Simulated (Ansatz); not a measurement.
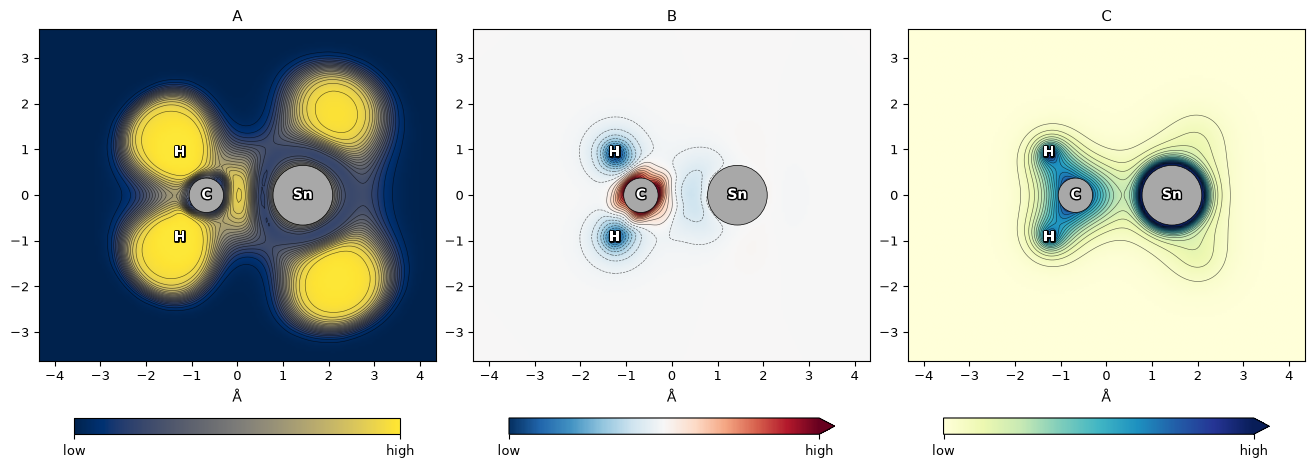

CH$_{4}$BrSn (SMILES [CH2][SnH2][Br]) (doublet): 3 fields on the plane of atoms Sn3, C1 and H7, with unlabelled colour scales. Grey discs cover the atomic cores.

Geometry: r2SCAN-D4/def2-SVP; core potentials replace the inner electrons of Sn.

These are results of isolated molecule in a Gaussian basis; Kohn-Sham density functional theory, functional PBE0 (Ansatz 0.2.0), not measurements.

Q: Match the panels to the quantities (electron density, electron localisation function and spin density).

A: Panel A: electron localisation function. Panel B: spin density (confined to the atoms that carry the unpaired spin). Panel C: electron density. From the grid: C–Sn (2.11 Å): the density is about 0.75 e/Å³ at the midpoint; the ELF peaks at about 0.90 in the valence shell of C, 0.7 Å from its nucleus, and drops to about 0.20 between the two atoms. C–H (1.10 Å): ρ at the midpoint is about 2 e/Å³; the ELF climbs to about 1 towards the hydrogen, as it does in any bond to H: an ordinary covalent bond to hydrogen.
